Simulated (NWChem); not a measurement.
# SiH4S (sulfanylsilane): PBE0/STO-3G

What is the electronic atomisation energy of SiH4S (sulfanylsilane) at PBE0/STO-3G? 

Program for the calculation: NWChem 7.3.0.

**1. The system as given**

The species is SiH4S (6 atoms), meant as a singlet with charge 0. As SMILES, `[SiH3]S`. Geometry: relaxed at PBE0-D4/def2-TZVP.

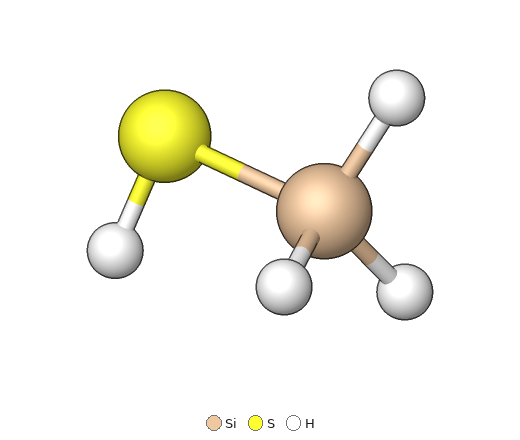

The structure, seen from a chosen angle (silicon light orange, sulfur yellow, hydrogen white).

**2. The energy at PBE0/STO-3G (run 1)**

The input, struct.nw:

```
echo
start struct
memory 2200 mb
geometry units angstroms noautosym nocenter noautoz
 Si   -0.169800   -0.263400   -0.436000
 S     0.907300   -0.012600    1.392800
 H    -1.629800   -0.074300   -0.241600
 H     0.108600   -1.658300   -0.852500
 H     0.299800    0.681200   -1.481100
 H     0.526100    1.263300    1.572300
end
basis spherical bse
 Si library STO-3G
 S library STO-3G
 H library STO-3G
end
dft
 xc pbe0
 grid fine
 convergence energy 1e-08
 maxiter 100
 mulliken
 print low
end
task dft energy
```

Launch:

```sh
$ nwchem struct.nw > struct.out
```

Standard output:

```text
[...]
 d= 0,ls=0.0,diis     1   -682.0221507463 -7.71D+02  4.92D-02  2.16D-01     0.5
[...]
 d= 0,ls=0.0,diis     7   -682.0667658197 -1.34D-09  6.87D-07  7.65D-11     1.7
         Total DFT energy =     -682.066765819668
      One electron energy =    -1125.937504563121
           Coulomb energy =      402.654707544653
    Exchange-Corr. energy =      -48.022609924726
 Nuclear repulsion energy =       89.238641123526
[...]
      Total Density - Mulliken Population Analysis
     ---------------------------------------------
    Atom       Charge   Shell Charges
 -----------   ------   -------------------------------------------------------
    1 Si  14    13.57   2.00  1.98  5.88  1.29  2.41
    2 S   16    16.09   2.00  2.00  5.96  1.90  4.23
    3 H    1     1.11   1.11
    4 H    1     1.11   1.11
    5 H    1     1.11   1.11
    6 H    1     1.02   1.02
[...]
```

Wall time 2.6 s (1 thread of AMD EPYC 7B13 (Zen 3), shared host); peak memory 0.11 GiB.

**3. The H atom, same level (run 2)**

The input, calc.nw:

```
start calc
memory total 2200 mb
geometry units angstrom noautosym nocenter noautoz
  H     0.000000    0.000000    0.000000
end
basis spherical bse
  * library STO-3G
end
dft
  xc pbe0
  mult 2
  grid fine
  convergence energy 1e-08
  maxiter 100
  mulliken
  print low
end
task dft energy
```

Run the same way, it converges to -0.46651 Eh (log not shown).

**4. The S atom at the same level (run 3)**

The input, mol.xyz:

```xyz
1

S      0.000000     0.000000     0.000000
```

The input, mol.nw:

```
start mol
memory 2200 mb
charge 0

geometry units angstrom noautosym nocenter noautoz
  load mol.xyz
end

basis spherical bse
  * library STO-3G
end

dft
  xc pbe0
  mult 3
  grid fine
  convergence energy 1e-08
  iterations 100
  mulliken
  print low
end

task dft energy
```

Run the same way, it converges to -393.54590 Eh (log not shown).

**5. The Si atom at the same level (run 4)**

The input, struct.nw:

```
start struct
title "Si energy"
memory stack 880 mb heap 220 mb global 1100 mb

geometry units angstrom noautosym nocenter noautoz
 Si       0.000000       0.000000       0.000000
end

basis spherical bse
 * library STO-3G
end

dft
 xc pbe0
 mult 3
 grid fine
 convergence energy 1e-08
 maxiter 100
 mulliken
 noprint "final vectors analysis"
end

task dft energy
```

Run the same way, it converges to -285.82313 Eh (log not shown).

**6. The series**

```tsv
run	level	partner	energy (Eh)	wall time
1	PBE0/STO-3G	base	-682.066766	2.6 s
2	UPBE0/STO-3G	atoms	-0.466509	0.71 s
3	UPBE0/STO-3G	atoms	-393.545900	0.83 s
4	UPBE0/STO-3G	atoms	-285.823132	0.81 s
```

**7. Outcome**

Level: PBE0/STO-3G.

| quantity | value |
| --- | --- |
| Si atom: total energy | -285.82313 Eh |
| Si atom: ⟨S²⟩ | 2.000 |
| electronic atomisation energy | 22.632 eV |

Taking the molecule apart into free atoms costs 22.63 eV (2184 kJ/mol), before zero-point energy and without spin-orbit coupling. In a minimal basis such a difference can be off by several eV, whatever the method. In runs 1, 2, 3, 4 the basis is minimal, so the values are rough. All runs together took 5 s, the longest 2.6 s.
